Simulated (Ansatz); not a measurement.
**The cluster Si2S+ (doublet): one molecule under many settings**

Aim: run the cluster Si2S+ (doublet) under a spread of inputs, and see what each costs and gives.

Computed with Ansatz 0.2.0, Gaussian basis. Level: the settings change from run to run.

### Step 1. The molecule

An earlier PBE-D4 in a triple-zeta def2 set relaxation fixed the geometry.

3 atoms, charge 1, spin multiplicity 2.

Atoms are counted from 1 here; the program's logs count them from 0.

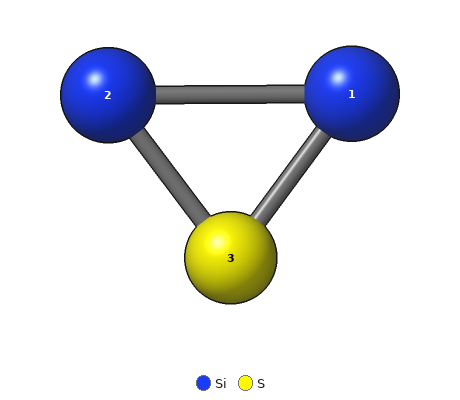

The structure; silicon blue, sulfur yellow; atoms are numbered from 1 in the order of the file.

### Step 2. revPBE0/cc-pVTZ-DK

Set apart from the defaults: charge 0, multiplicity 1, atoms shaken by 0.08 Å, relativity set to scalar.

Contents of in.yaml:

```yaml
crystal:
  periodic: [false, false, false]
  atoms:
    - {symbol: Si, position_ang: [0.744657, 0.938672, -0.684562]}
    - {symbol: Si, position_ang: [-1.464787, -0.478894, -0.031318]}
    - {symbol: S, position_ang: [0.595897, -0.551864, 0.643240]}
basis:
  gaussian: {orbitals: cc-pVTZ-DK}
hamiltonian: {xc: {name: revPBE0}, pseudopotentials: {relativity: scalar}}
scf: {omitted_lower_state_checks: [starts]}
```

On the command line:

```console
ansatz run in.yaml --threads 4 --pin off --events-out ev --progress --plain --max-ram 3916MiB
```

The log of the run:

```text
Functional definition: revPBE0
  name "revPBE0"
  cite "Zhang & Yang, Phys. Rev. Lett. 80, 890 (1998) doi:10.1103/PhysRevLett.80.890"
  cite "Adamo & Barone, J. Chem. Phys. 110, 6158 (1999) doi:10.1063/1.478522"
  cite "Perdew, Burke & Ernzerhof, Phys. Rev. Lett. 77, 3865 (1996) doi:10.1103/PhysRevLett.77.3865"
  parameter a = 0.25
  parameter kappa = 1.245
  parameter beta = 0.06672455060314922
  exchange = (1 - a)*pbe_x(kappa = kappa, mu = beta*pi^2/3) + a*exact_x
  correlation = pbe_c(beta = beta)
these checks for a lower state are left out or cut short: starts
856 factors; their error is unknown
mean field evaluation 1: about -26647.3049 eV, gradient 1.8e1 eV
mean field evaluation 2: about -26646.0391 eV, gradient 2.6e1 eV
mean field evaluation 4: about -26648.2855 eV, gradient 1.6e0 eV
mean field evaluation 8: about -26648.3692 eV, gradient 3.6e-2 eV
mean field -26648.36924969 eV, -979.3095070125 hartree, gradient 3.0e-5 eV, S^2 0.000000; 0 other end points of the search recorded, 0 dependent functions left out
reference -26648.36927510 eV, -979.3095079466 hartree; 22, 22 occupied and 80, 80 virtual orbitals, 856 factors
Total energy: -26648.36927510 eV, -979.3095079466 hartree
Relativity: scalar
Checks for a lower state left out: starts
```

It took 0.7 s on 4 threads of Arm Neoverse V2, shared host.

### Step 3. wPBEh/ANO-RCC-VTZP

Contents of in.yaml:

```yaml
crystal:
  periodic: [false, false, false]
  atoms:
    - {symbol: Si, position_ang: [0.755670, 1.026144, -0.589691]}
    - {symbol: Si, position_ang: [-1.360255, -0.334744, -0.096928]}
    - {symbol: S, position_ang: [0.604585, -0.691400, 0.686620]}
basis:
  gaussian: {orbitals: ANO-RCC-VTZP}
total_charge: 1
magnetization: {spin_polarized: true, initial_magnetization: 1}
hamiltonian: {xc: {name: wPBEh}}
output: {forces: true}
```

The command is unchanged.

The log of the run (excerpt; [...] marks lines left out):

```text
Functional definition: wPBEh
  name "wPBEh"
  cite "Heyd, Scuseria & Ernzerhof, J. Chem. Phys. 118, 8207 (2003) doi:10.1063/1.1564060"
  cite "Krukau, Vydrov, Izmaylov & Scuseria, J. Chem. Phys. 125, 224106 (2006) doi:10.1063/1.2404663"
  cite "Heyd & Scuseria, J. Chem. Phys. 120, 7274 (2004) doi:10.1063/1.1668634"
  cite "Ernzerhof & Perdew, J. Chem. Phys. 109, 3313 (1998) doi:10.1063/1.476928"
  cite "Perdew, Burke & Ernzerhof, Phys. Rev. Lett. 77, 3865 (1996) doi:10.1103/PhysRevLett.77.3865"
  parent pbe
[...]
640 factors; integrals over basis functions are off by at most 8.5e-4 eV
60 factors; integrals over basis functions are off by at most 1.1e-5 eV
[...]
mean field -26637.01742442 eV, -978.8923351285 hartree, gradient 2.4e-5 eV, S^2 0.761568; 0 other end points of the search recorded, 0 dependent functions left out
[...]
reference -26637.01746562 eV, -978.8923366425 hartree; 22, 21 occupied and 80, 81 virtual orbitals, 640 factors
Total energy: -26637.01746562 eV, -978.8923366425 hartree
Relativity: scalar
Atom 0 at     0.755670     1.026144    -0.589691 Å, force    -0.034577    -0.217419     0.157551 eV/Å
Atom 1 at    -1.360255    -0.334744    -0.096928 Å, force     0.253051    -0.032427     0.090568 eV/Å
Atom 2 at     0.604585    -0.691400     0.686620 Å, force    -0.218475     0.249846    -0.248119 eV/Å
Dipole moment:    -0.199315     0.227935    -0.226360 e Å
```

Wall time 4.5 s (4 threads of Arm Neoverse V2, shared host).

Largest force 0.414 eV/Å, ⟨S²⟩ 0.762.

### Step 4. BLYP/def2-SVPD

Set apart from the defaults: density fitting with def2-universal-jkfit, D3(BJ) dispersion.

in.yaml, as its differences from that of step 3:

```diff
@@ -7,6 +7,5 @@
 basis:
-  gaussian: {orbitals: ANO-RCC-VTZP}
+  gaussian: {orbitals: def2-SVPD, fitting: {mean_field: def2-universal-jkfit}}
 total_charge: 1
 magnetization: {spin_polarized: true, initial_magnetization: 1}
-hamiltonian: {xc: {name: wPBEh}}
-output: {forces: true}
+hamiltonian: {xc: {name: BLYP}, dispersion: d3bj}
```

The command is unchanged.

The log of the run:

```text
Functional definition: BLYP
  name "BLYP"
  cite "Becke, Phys. Rev. A 38, 3098 (1988) doi:10.1103/PhysRevA.38.3098"
  cite "Lee, Yang & Parr, Phys. Rev. B 37, 785 (1988) doi:10.1103/PhysRevB.37.785"
  parameter beta = 0.0042
  parameter a = 0.04918
  parameter b = 0.132
  parameter c = 0.2533
  parameter d = 0.349
  exchange = b88_x(beta = beta)
  correlation = lyp_c(a = a, b = b, c = c, d = d)
384 factors; integrals over basis functions are off by at most 9.4e-2 eV
mean field evaluation 1: about -26566.4166 eV, gradient 3.4e1 eV
mean field evaluation 2: about -26488.9227 eV, gradient 8.9e1 eV
mean field evaluation 4: about -26572.4558 eV, gradient 1.5e1 eV
mean field evaluation 8: about -26574.0945 eV, gradient 1.2e-1 eV
mean field evaluation 16: about -26574.0947 eV, gradient 1.2e-5 eV
mean field -26574.09465771 eV, -976.5799661024 hartree, gradient 1.1e-5 eV, S^2 0.754315; 0 other end points of the search recorded, 0 dependent functions left out
reference -26574.09494798 eV, -976.5799767698 hartree; 22, 21 occupied and 53, 54 virtual orbitals, 384 factors
Total energy: -26574.39091409 eV, -976.5908533238 hartree
```

It took 0.81 s on 4 threads of Arm Neoverse V2, shared host.

⟨S²⟩ 0.754.

### Step 5. LC-wPBE/x2c-TZVPPall

Options: multiplicity 4, restricted open-shell orbitals, coordinates scaled by 0.96.

Contents of in.yaml:

```yaml
crystal:
  periodic: [false, false, false]
  atoms:
    - {symbol: Si, position_ang: [0.725443, 0.985098, -0.566104]}
    - {symbol: Si, position_ang: [-1.305844, -0.321354, -0.093051]}
    - {symbol: S, position_ang: [0.580401, -0.663744, 0.659155]}
basis:
  gaussian: {orbitals: x2c-TZVPPall}
total_charge: 1
magnetization: {spin_polarized: false, initial_magnetization: 3}
hamiltonian: {xc: {name: LC-wPBE}}
scf: {omitted_lower_state_checks: [starts]}
```

Same command.

The log of the run (excerpt; [...] marks lines left out):

```text
Functional definition: LC-wPBE
  name "LC-wPBE"
  cite "Vydrov & Scuseria, J. Chem. Phys. 125, 234109 (2006) doi:10.1063/1.2409292"
  cite "Heyd & Scuseria, J. Chem. Phys. 120, 7274 (2004) doi:10.1063/1.1668634"
  cite "Ernzerhof & Perdew, J. Chem. Phys. 109, 3313 (1998) doi:10.1063/1.476928"
  cite "Perdew, Burke & Ernzerhof, Phys. Rev. Lett. 77, 3865 (1996) doi:10.1103/PhysRevLett.77.3865"
  parent pbe
[...]
896 factors; their error is unknown
247 factors; integrals over basis functions are off by at most 2.4e-5 eV
[...]
mean field -26633.89931340 eV, -978.7777466622 hartree, gradient 1.5e-5 eV, S^2 3.750000; 0 other end points of the search recorded, 0 dependent functions left out
reference -26633.89931341 eV, -978.7777466625 hartree; 23, 20 occupied and 103, 106 virtual orbitals, 896 factors
Total energy: -26633.89931341 eV, -978.7777466625 hartree
Relativity: scalar
Checks for a lower state left out: starts
```

Run time: 2.9 s. Hardware: 4 threads of Arm Neoverse V2, shared host.

### Step 6. All runs side by side

| level | charge | multiplicity | geometry | functions | energy (eV) | time |
| --- | --- | --- | --- | --- | --- | --- |
| revPBE0/cc-pVTZ-DK | 0 | 1 | shaken | 102 | -26648.369 | 0.7 s |
| wPBEh/ANO-RCC-VTZP | 1 | 2 | relaxed | 102 | -26637.017 | 4.5 s |
| BLYP/def2-SVPD | 1 | 2 | relaxed | 75 | -26574.391 | 0.81 s |
| LC-wPBE/x2c-TZVPPall | 1 | 4 | scaled | 126 | -26633.899 | 2.9 s |

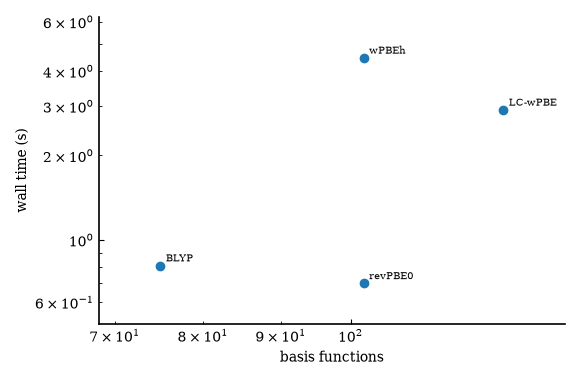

Wall time against the number of basis functions (shared host).

### Step 7. Summary of results

| quantity | value |
| --- | --- |
| runs | 4 |
| quickest | revPBE0/cc-pVTZ-DK, 0.7 s |
| slowest | wPBEh/ANO-RCC-VTZP, 4.5 s |
| spread of total energies, same state and geometry | 62.6 eV |

wPBEh/ANO-RCC-VTZP took 6 times as long as revPBE0/cc-pVTZ-DK. The jobs differ in tasks and options as well as level. The totals spread over 63 eV; they can't be compared across methods or bases. Some of these runs are scalar-relativistic and others not, which shifts the totals of all-electron atoms past neon by several eV an atom and more; core potentials, where a basis has them, take the core out of the total altogether. At the PBE-D4/def2-TZVP geometry and in the same state, the sound runs without point charges leave forces up to 0.41 eV/Å (wPBEh/ANO-RCC-VTZP).
